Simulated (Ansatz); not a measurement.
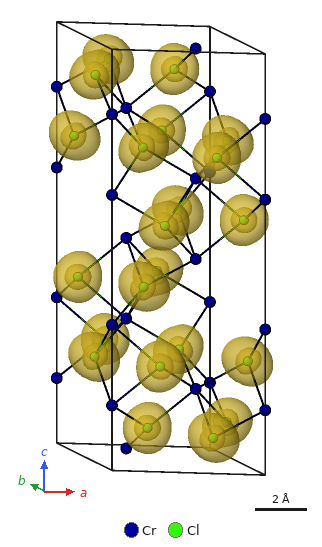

*Cr2Cl3 (cell charge +1, with a compensating background). Isosurface of the ELF at 0.8 (yellow), seen slightly off an axis. Core shells and regions of very low density are left out. Sticks mark near contacts.*

Space group R-3c; built by placing these elements on a known structure type; not relaxed (largest force 0.4 eV/Å); the program warned that a starting moment wasn't kept; spin-polarised.

Theory: DFT, PAW plane waves, PBEsol in Ansatz 0.2.0.

Core electrons are frozen (PAW), and the valence fields are smoothed inside the atomic spheres.

```yaml
crystal:
  lattice:
    - [6.19085, 0.00000, 0.00000]
    - [-3.09543, 5.36143, 0.00000]
    - [0.00000, -0.00001, 17.11087]
  atoms:
    - { symbol: Cr, position: [0.00000, 0.00000, 0.34580] }
    - { symbol: Cr, position: [0.33333, 0.66667, 0.01247] }
    - { symbol: Cr, position: [0.66667, 0.33333, 0.67913] }
    - { symbol: Cr, position: [0.00000, 0.00000, 0.15420] }
    - { symbol: Cr, position: [0.66667, 0.33333, 0.48753] }
    - { symbol: Cr, position: [0.33333, 0.66667, 0.82087] }
    - { symbol: Cr, position: [0.00000, 0.00000, 0.65420] }
    - { symbol: Cr, position: [0.33333, 0.66667, 0.32087] }
    - { symbol: Cr, position: [0.66667, 0.33333, 0.98753] }
    - { symbol: Cr, position: [0.00000, 0.00000, 0.84580] }
    - { symbol: Cr, position: [0.66667, 0.33333, 0.17913] }
    - { symbol: Cr, position: [0.33333, 0.66667, 0.51247] }
    - { symbol: Cl, position: [0.31460, 0.00000, 0.25000] }
    - { symbol: Cl, position: [0.98127, 0.33333, 0.58333] }
    - { symbol: Cl, position: [0.64793, 0.66667, 0.91667] }
    - { symbol: Cl, position: [0.00000, 0.31460, 0.25000] }
    - { symbol: Cl, position: [0.66667, 0.64793, 0.58333] }
    - { symbol: Cl, position: [0.33333, 0.98127, 0.91667] }
    - { symbol: Cl, position: [0.35207, 0.01873, 0.58333] }
    - { symbol: Cl, position: [0.01873, 0.35207, 0.91667] }
    - { symbol: Cl, position: [0.68540, 0.68540, 0.25000] }
    - { symbol: Cl, position: [0.35207, 0.33333, 0.08333] }
    - { symbol: Cl, position: [0.01873, 0.66667, 0.41667] }
    - { symbol: Cl, position: [0.68540, 0.00000, 0.75000] }
    - { symbol: Cl, position: [0.66667, 0.01873, 0.08333] }
    - { symbol: Cl, position: [0.33333, 0.35207, 0.41667] }
    - { symbol: Cl, position: [0.00000, 0.68540, 0.75000] }
    - { symbol: Cl, position: [0.31460, 0.31460, 0.75000] }
    - { symbol: Cl, position: [0.98127, 0.64793, 0.08333] }
    - { symbol: Cl, position: [0.64793, 0.98127, 0.41667] }
```

Question: Where are the electrons localised?

Answer: The surface consists of 18 regions wrapped around Cl (the valence shell of each), counted in one cell of 30 atoms. Any copies at cell faces, edges or corners count once. Along the contacts the grid gives the following. Cr–Cl (2.45 Å): the ELF peaks at about 0.85 in the valence shell of Cl, 0.7 Å from its nucleus, and is about 0.35 at the midpoint. Cr–Cl (2.55 Å): the ELF peaks at about 0.85 in the valence shell of Cl, 0.8 Å from its nucleus, and is about 0.30 at the midpoint.

Question: Which magnetic arrangement did the calculation end in?

Answer: Antiferromagnetic in this solution, which needn't be the ground state, with every nearest magnetic neighbour opposed; site moments Cr: +3.5 μB (×6) and −3.5 μB (×6) in one cell of 30 atoms.
